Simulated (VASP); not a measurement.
Band structure of TiC (space group Fm-3m). Method: PBEsol GGA, VASP's PBE PAW potentials (set 64) (plane waves; VASP 6.6.1).

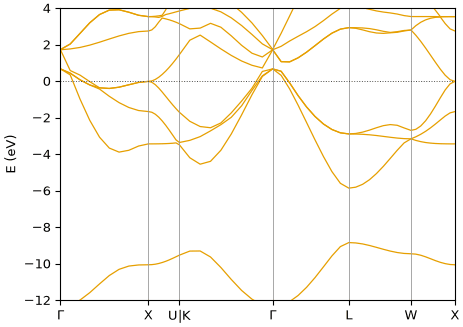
Bands along high-symmetry lines, zero at the valence-band maximum or, without a gap, the Fermi level

Q: Read the plot: is there a gap, and where are the band edges?

A: It has no gap at this level: it comes out as a metal or semimetal.

The structure is a typed TiC crystal (Fm-3m). The cell was not relaxed at this level.
